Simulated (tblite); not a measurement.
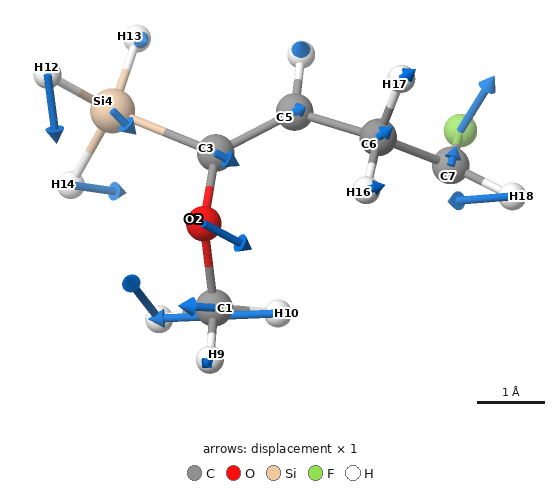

This is a relaxation of C5H10FOSi (multiplicity 2). The starting structure is drawn; blue arrows show the displacements, at their true length. The two geometries are superimposed by the best rigid fit.

The picture is a ball-and-stick view, seen at a tilt.

The calculation used GFN2-xTB geometry optimisation, gas phase in tblite. 

**What did the optimiser do to the structure, and how much energy did it gain?**

After 223 geometry steps the energy has fallen by 7.46 kcal/mol. The atom that moves furthest after the best rigid fit is an H atom (1.97 Å). By element the largest moves are H 1.97 Å, F 1.12 Å, O 0.96 Å, C 0.60 Å, Si 0.56 Å. Near-neighbour distances that change, for instance: H–Si 1.495 → 1.467 Å, C–H 1.099 → 1.078 Å, C–O 1.423 → 1.402 Å, H–Si 1.478 → 1.458 Å. Bond angles that change, for instance: C–C–C 112.4° → 104.6°, C–O–C 112.2° → 118.0°, O–C–Si 116.7° → 122.4°. Groups turn about C–O by about 100°.
